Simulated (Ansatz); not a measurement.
# Al11N11 wurtzite off sphere (Al11N11H28): inputs that go wrong

Aim: try 2 inputs for Al11N11 wurtzite off sphere (Al11N11H28) as typed, read how each ends, and find what has to change.

Method: the settings change from run to run; program: Ansatz 0.2.0, Gaussian basis.

## (1) The geometry

The structure was relaxed beforehand with PBE-D4/def2-SVP.

50 atoms, charge 0, spin multiplicity 1.

Atoms are counted from 1 here; the program's logs count them from 0.

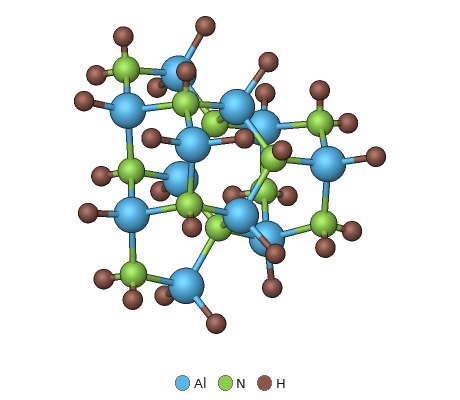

The structure; aluminium blue, nitrogen green, hydrogen brown.

## (2) Input 1

File in.yaml:

```yaml
crystal:
  periodic: [false, false, false]
  atoms:
    - {symbol: Al, position_ang: [0.317374, -3.507314, 0.013066]}
    - {symbol: N, position_ang: [0.257744, -3.408340, 2.002700]}
    - {symbol: Al, position_ang: [0.315269, -1.748025, -2.400033]}
    - {symbol: N, position_ang: [-1.228801, -0.708844, -3.027073]}
    - {symbol: N, position_ang: [0.318594, -1.626004, -0.526193]}
    - {symbol: Al, position_ang: [-1.264067, -0.730347, 0.101155]}
    - {symbol: Al, position_ang: [0.332903, -1.622321, 2.787581]}
    - {symbol: N, position_ang: [-1.175939, -0.679983, 2.045918]}
    - {symbol: Al, position_ang: [-1.357723, 1.147520, -2.398858]}
    - {symbol: N, position_ang: [-1.249638, 1.088458, -0.525100]}
    - {symbol: Al, position_ang: [-2.879978, 2.026634, 0.015260]}
    - {symbol: Al, position_ang: [-1.237906, 1.097432, 2.788694]}
    - {symbol: N, position_ang: [-2.822419, 1.925969, 2.004884]}
    - {symbol: N, position_ang: [1.847017, -0.684460, -3.047477]}
    - {symbol: Al, position_ang: [1.911109, -0.784365, 0.107322]}
    - {symbol: N, position_ang: [1.830472, -0.708306, 2.026400]}
    - {symbol: Al, position_ang: [2.008393, 1.161355, -2.408347]}
    - {symbol: N, position_ang: [0.328436, 1.943766, -3.046450]}
    - {symbol: N, position_ang: [1.812229, 1.047148, -0.534961]}
    - {symbol: Al, position_ang: [0.275225, 2.047252, 0.108491]}
    - {symbol: Al, position_ang: [1.983326, 1.144444, 2.680309]}
    - {symbol: N, position_ang: [0.301897, 1.938226, 2.027490]}
    - {symbol: H, position_ang: [-1.052834, -4.228105, -0.432544]}
    - {symbol: H, position_ang: [1.753648, -4.162736, -0.319494]}
    - {symbol: H, position_ang: [-0.593826, -3.888584, 2.334085]}
    - {symbol: H, position_ang: [1.028124, -3.983720, 2.378106]}
    - {symbol: H, position_ang: [0.346818, -3.182383, -3.104409]}
    - {symbol: H, position_ang: [-2.058673, -1.188483, -2.626283]}
    - {symbol: H, position_ang: [-1.363973, -0.786495, -4.047252]}
    - {symbol: H, position_ang: [-2.595795, -1.499779, -0.390558]}
    - {symbol: H, position_ang: [0.328264, -1.759936, 4.381384]}
    - {symbol: H, position_ang: [-2.022795, -1.169227, 2.385581]}
    - {symbol: H, position_ang: [-2.585060, 1.891358, -3.102335]}
    - {symbol: H, position_ang: [-4.188813, 1.198858, -0.428986]}
    - {symbol: H, position_ang: [-2.731375, 3.598231, -0.317928]}
    - {symbol: H, position_ang: [-1.359008, 1.160909, 4.382581]}
    - {symbol: H, position_ang: [-3.664198, 1.429342, 2.337138]}
    - {symbol: H, position_ang: [-2.934467, 2.881014, 2.380135]}
    - {symbol: H, position_ang: [1.938075, -0.755890, -4.073217]}
    - {symbol: H, position_ang: [2.681873, -1.185768, -2.687451]}
    - {symbol: H, position_ang: [3.272106, -1.445420, -0.457895]}
    - {symbol: H, position_ang: [2.691460, -1.155855, 2.387498]}
    - {symbol: H, position_ang: [3.281698, 1.897379, -3.027847]}
    - {symbol: H, position_ang: [0.311742, 2.058886, -4.072124]}
    - {symbol: H, position_ang: [0.311207, 2.917216, -2.685886]}
    - {symbol: H, position_ang: [2.627084, 1.517713, -0.090321]}
    - {symbol: H, position_ang: [0.381968, 3.556881, -0.455809]}
    - {symbol: H, position_ang: [2.018842, 1.164241, 4.286972]}
    - {symbol: H, position_ang: [3.209791, 1.853031, 1.882928]}
    - {symbol: H, position_ang: [0.344612, 2.907441, 2.389133]}
basis:
  gaussian: {orbitals: 6-31G, final_grid: {core_spheres: 1, valence_spheres: 1, degree: 1}}
hamiltonian: {xc: {name: PBE}}
accuracy: high
scf: {omitted_lower_state_checks: [starts]}
```

Launch:

```console
$ ansatz run in.yaml --threads 2 --pin off --events-out ev --progress --plain --max-ram 32768MiB --backend cuda --devices 0, --max-vram 18GiB
```

Log:

```text
Functional definition: PBE
  name "PBE"
  cite "Perdew, Burke & Ernzerhof, Phys. Rev. Lett. 77, 3865 (1996) doi:10.1103/PhysRevLett.77.3865"
  parent pbe
  parameter kappa = 0.804
  parameter beta = 0.06672455060314922
  exchange = pbe_x(kappa = kappa, mu = beta*pi^2/3)
  correlation = pbe_c(beta = beta)
these checks for a lower state are left out or cut short: starts
8430 factors; integrals over basis functions are off by at most 4.3e-8 eV
mean field evaluation 1: about -89287.2707 eV, gradient 2.0e2 eV
mean field evaluation 2: about -88825.6237 eV, gradient 4.4e2 eV
mean field evaluation 4: about -89359.4694 eV, gradient 5.4e1 eV
mean field evaluation 8: about -89366.5720 eV, gradient 3.8e-1 eV
mean field evaluation 16: about -89248.1266 eV, gradient 1.1e1 eV
mean field evaluation 32: about -89251.6778 eV, gradient 2.6e-1 eV
mean field -89251.70728099 eV, -3279.9397455964 hartree, gradient 8.6e-8 eV, S^2 0.000000; 0 other end points of the search recorded, 0 dependent functions left out
reference -89251.70728111 eV, -3279.9397456006 hartree; 124, 124 occupied and 174, 174 virtual orbitals, 8430 factors
Total energy: -89251.70728111 eV, -3279.9397456006 hartree
Checks for a lower state left out: starts
```

Run time: 28 s. Hardware: 1 × H100 (card shared with other runs) with 2 threads of AMD EPYC 7R13, shared host; peak host memory 1.9 GiB.

**Diagnosis.** The run converged, but a converged run isn't a right one. The integration grid is far too coarse. Its energy carries the error of the grid. To mend it, drop final_grid and take the default grid.

## (3) Input 2

File in.yaml:

```yaml
crystal:
  periodic: [false, false, false]
  atoms:
    - {symbol: Al, position_ang: [0.190424, -2.104389, 0.009146]}
    - {symbol: N, position_ang: [0.154647, -2.045004, 1.401890]}
    - {symbol: Al, position_ang: [0.220688, -1.223618, -1.440020]}
    - {symbol: N, position_ang: [-0.737280, -0.425306, -1.816244]}
    - {symbol: N, position_ang: [0.223016, -0.975603, -0.368335]}
    - {symbol: Al, position_ang: [-0.758440, -0.511243, 0.060693]}
    - {symbol: Al, position_ang: [0.233032, -0.973393, 1.672548]}
    - {symbol: N, position_ang: [-0.705564, -0.407990, 1.432143]}
    - {symbol: Al, position_ang: [-0.950406, 0.803264, -1.439315]}
    - {symbol: N, position_ang: [-0.749783, 0.761921, -0.367570]}
    - {symbol: Al, position_ang: [-1.727987, 1.418644, 0.009156]}
    - {symbol: Al, position_ang: [-0.742744, 0.658459, 1.673216]}
    - {symbol: N, position_ang: [-1.975693, 1.348178, 1.403419]}
    - {symbol: N, position_ang: [1.108210, -0.410676, -2.133234]}
    - {symbol: Al, position_ang: [1.337776, -0.470619, 0.064393]}
    - {symbol: N, position_ang: [1.281330, -0.495814, 1.418480]}
    - {symbol: Al, position_ang: [1.405875, 0.696813, -1.445008]}
    - {symbol: N, position_ang: [0.197061, 1.166259, -2.132515]}
    - {symbol: N, position_ang: [1.087337, 0.628289, -0.374472]}
    - {symbol: Al, position_ang: [0.192658, 1.433077, 0.075944]}
    - {symbol: Al, position_ang: [1.388328, 0.686666, 1.608185]}
    - {symbol: N, position_ang: [0.181138, 1.356758, 1.419243]}
    - {symbol: H, position_ang: [-0.631700, -2.536863, -0.259526]}
    - {symbol: H, position_ang: [1.227553, -2.497642, -0.223646]}
    - {symbol: H, position_ang: [-0.356296, -2.333150, 1.633859]}
    - {symbol: H, position_ang: [0.616875, -2.788604, 1.664674]}
    - {symbol: H, position_ang: [0.242773, -1.909430, -2.173087]}
    - {symbol: H, position_ang: [-1.235204, -0.831938, -1.575770]}
    - {symbol: H, position_ang: [-0.954781, -0.550547, -2.428351]}
    - {symbol: H, position_ang: [-1.557477, -0.899868, -0.234335]}
    - {symbol: H, position_ang: [0.196958, -1.055962, 3.066969]}
    - {symbol: H, position_ang: [-1.415957, -0.818459, 1.669907]}
    - {symbol: H, position_ang: [-1.551036, 1.134815, -2.171635]}
    - {symbol: H, position_ang: [-2.513288, 0.719315, -0.257391]}
    - {symbol: H, position_ang: [-1.911962, 2.518762, -0.190757]}
    - {symbol: H, position_ang: [-0.951306, 0.812636, 3.067807]}
    - {symbol: H, position_ang: [-2.564939, 1.000539, 1.635996]}
    - {symbol: H, position_ang: [-1.760680, 1.728608, 1.428081]}
    - {symbol: H, position_ang: [1.162845, -0.453534, -2.851252]}
    - {symbol: H, position_ang: [1.877311, -0.830038, -1.612470]}
    - {symbol: H, position_ang: [1.963264, -0.867252, -0.320526]}
    - {symbol: H, position_ang: [1.884022, -0.809099, 1.671248]}
    - {symbol: H, position_ang: [2.297189, 1.138427, -1.816708]}
    - {symbol: H, position_ang: [0.187045, 1.235332, -2.850486]}
    - {symbol: H, position_ang: [0.217845, 2.042051, -1.880120]}
    - {symbol: H, position_ang: [1.576250, 1.062399, -0.063224]}
    - {symbol: H, position_ang: [0.229181, 2.134129, -0.319066]}
    - {symbol: H, position_ang: [1.413189, 0.814968, 3.000881]}
    - {symbol: H, position_ang: [1.925875, 1.297121, 1.318050]}
    - {symbol: H, position_ang: [0.206767, 1.744464, 1.672393]}
basis:
  gaussian: {orbitals: "6-31++G**", fitting: {mean_field: def2-universal-jkfit}}
total_charge: 1
magnetization: {spin_polarized: true, initial_magnetization: 1}
hamiltonian: {xc: {name: B97M-V}}
scf: {omitted_lower_state_checks: [starts]}
output: {forces: true}
```

The command is unchanged.

Log, shortened:

```text
Functional definition: B97M-V
  name "B97M-V"
  cite "Mardirossian & Head-Gordon, J. Chem. Phys. 142, 074111 (2015) doi:10.1063/1.4907719"
  cite "Becke, J. Chem. Phys. 107, 8554 (1997) doi:10.1063/1.475007"
  cite "Vydrov & Van Voorhis, J. Chem. Phys. 133, 244103 (2010) doi:10.1063/1.3521275"
  # Of w^i u^j: cxij and so on, Table III.
[...]
  gx(w, u) = cx00 + cx01*u + cx02*u^2 + (cx10 + cx11*u)*w
  gss(w, u) = css00 + css02*u^2 + css10*w + (css32*w^3 + css42*w^4)*u^2
  gos(w, u) = cos00 + cos01*u + cos03*u^3 + cos10*w + cos32*w^3*u^2
[...]
      + integral(e_c_pw_mod_opposite_spin*gos(b97_w_opposite, b97_u_opposite)) + vv10(b, c)
[...]
2759 factors; integrals over basis functions are off by at most 1.7e-1 eV
[...]
mean field -88848.67297339 eV, -3265.1285079786 hartree, gradient 4.5e-6 eV, S^2 0.751678; 0 other end points of the search recorded, 6 dependent functions left out
[...]
Atom 41 at     1.884022    -0.809099     1.671248 Å, force    28.157986   -15.172069    12.862928 eV/Å
Atom 42 at     2.297189     1.138427    -1.816708 Å, force    19.525351    10.035683    -6.758378 eV/Å
Atom 43 at     0.187045     1.235332    -2.850486 Å, force    -0.474983     2.659623   -36.145933 eV/Å
Atom 44 at     0.217845     2.042051    -1.880120 Å, force    -0.023842     7.487309     0.417536 eV/Å
Atom 45 at     1.576250     1.062399    -0.063224 Å, force    25.422965    20.410104    12.601446 eV/Å
Atom 46 at     0.229181     2.134129    -0.319066 Å, force     3.823417    60.164819   -30.740381 eV/Å
Atom 47 at     1.413189     0.814968     3.000881 Å, force     1.058983     0.544602     4.479910 eV/Å
Atom 48 at     1.925875     1.297121     1.318050 Å, force    34.640962    35.993390   -18.323918 eV/Å
Atom 49 at     0.206767     1.744464     1.672393 Å, force    13.458697   180.668293   118.557501 eV/Å
Dipole moment:    -0.104617    -0.761276    -0.122320 e Å
Checks for a lower state left out: starts
```

It took 44 s on 1 × H100 (card shared with other runs) with 2 threads of AMD EPYC 7R13, shared host; peak host memory 2.1 GiB.

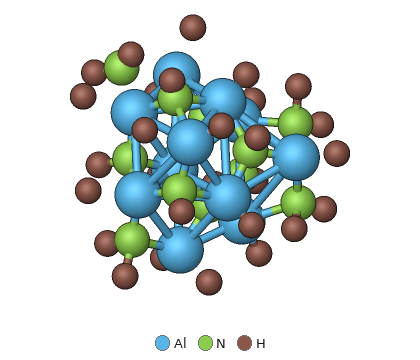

The geometry of this input.

What is wrong: The run converged, but a converged run isn't a right one. The geometry is squeezed well below its size. The shortest distance is 0.44 Å (N13–H38), against 1.03 Å in the relaxed molecule. It also asks for charge 1 and multiplicity 2, another species or state than the molecule above. Its energy is no property of the relaxed molecule. Cure: use the relaxed coordinates, and set charge and spin to those of the species named.

## (4) How the tries ended

| input | level | ended | cause | time |
| --- | --- | --- | --- | --- |
| 1 | PBE/6-31G | converged | the integration grid is far too coarse | 28 s |
| 2 | B97M-V/6-31++G** | converged | the geometry is squeezed well below its size | 44 s |

**Reading.** 2 converged. The dangerous case is the input that converges on a wrong geometry, charge, spin, basis or grid: often only a look at the input shows it.
